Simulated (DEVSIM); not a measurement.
Device: abrupt Si n-p junction, at 350 K.

```
layer (left to right)  material  thickness (μm)  Nd (cm⁻³)  Na (cm⁻³)   τn (s)   τp (s)
---------------------  --------  --------------  ---------  ---------  -------  -------
1                            Si            14.0     8.8e18          -  0.00013  0.00013
2                            Si           0.440          -       2e15  0.00013  0.00013
```

Left contact: ohmic. Right contact: ohmic. Voltage is applied to the left contact. Recombination: SRH at mid-gap. Gap narrowing is on: ΔEg = 6.92 meV × (l + √(l² + 0.5)), l = ln(N/1.3e17 cm⁻³), shared equally by both band edges. Mobility is μmin + (μ − μmin)/(1 + (N/Nref)^α).

The device is made up for the run: typed textbook-type constants, with dimensions and the other settings drawn at random. Values at 300 K; Nc and Nv go as T^1.5, mobilities as T to minus their exponent, the gap by Varshni's rule with the affinity fixed.

```
parameter               Si
----------------  --------
gap (eV)             1.124
affinity (eV)         4.05
permittivity          11.7
Nc (cm⁻³)          2.86e19
Nv (cm⁻³)           3.1e19
μn (cm²/Vs)           1417
μp (cm²/Vs)            470
μn,min                  52
μp,min                  45
Nref,n              9.7e16
Nref,p              2.2e17
αn                    0.68
αp                    0.72
T exponent of μn       2.3
T exponent of μp       2.2
Varshni α (eV/K)  0.000473
Varshni β (K)          636
```

Model (solved in DEVSIM): 1D drift-diffusion, Boltzmann statistics, complete ionisation; no tunnelling, impact ionisation, image-force lowering or self-heating.

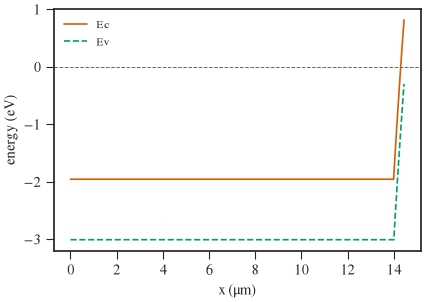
Figure: Band edges at 2.0 V on the left contact

Energies count from the Fermi level of the right contact; mesh points crowd at the junctions.

| x (μm) | Ec (eV) | Ev (eV) | n (cm⁻³) | p (cm⁻³) | field (V/cm) |
|---|---|---|---|---|---|
| 0.000 | -1.958 | -3.009 | 8.8e18 | 110000 | ≈ 0 |
| 0.02401 | -1.958 | -3.009 | 8.8e18 | 110000 | ≈ 0 |
| 0.07594 | -1.958 | -3.009 | 8.8e18 | 110000 | ≈ 0 |
| 0.1756 | -1.958 | -3.009 | 8.8e18 | 110000 | ≈ 0 |
| 0.5061 | -1.958 | -3.009 | 8.8e18 | 110000 | ≈ 0 |
| 1.035 | -1.958 | -3.009 | 8.8e18 | 110000 | ≈ 0 |
| 2.178 | -1.958 | -3.009 | 8.8e18 | 96000 | ≈ 0 |
| 5.588 | -1.958 | -3.009 | 8.8e18 | 68000 | ≈ 0 |
| 9.534 | -1.958 | -3.009 | 8.8e18 | 36000 | ≈ 0 |
| 11.87 | -1.958 | -3.009 | 8.8e18 | 17000 | ≈ 0 |
| 12.94 | -1.958 | -3.009 | 8.8e18 | 8600 | ≈ 0 |
| 13.62 | -1.958 | -3.009 | 8.8e18 | 3100 | ≈ 0 |
| 13.82 | -1.958 | -3.009 | 8.8e18 | 1500 | ≈ 0 |
| 13.93 | -1.958 | -3.009 | 8.8e18 | 600 | ≈ 0 |
| 13.99 | -1.958 | -3.009 | 8.8e18 | 110 | 18 |
| 14.01 | -1.848 | -2.958 | 2.3e17 | < 1e2 | 82000 |
| 14.04 | -1.641 | -2.751 | 2.4e14 | < 1e2 | 67000 |
| 14.09 | -1.290 | -2.400 | 2.2e9 | 230 | 65000 |
| 14.24 | -0.303 | -1.414 | 6.5e7 | 1400 | 60000 |
| 14.35 | 0.296 | -0.814 | 6.9e7 | 7.4e7 | 57000 |
| 14.40 | 0.619 | -0.491 | 7.1e7 | 3.3e12 | 55000 |
| 14.44 | 0.812 | -0.298 | 7.2e7 | 2.0e15 | 55000 |
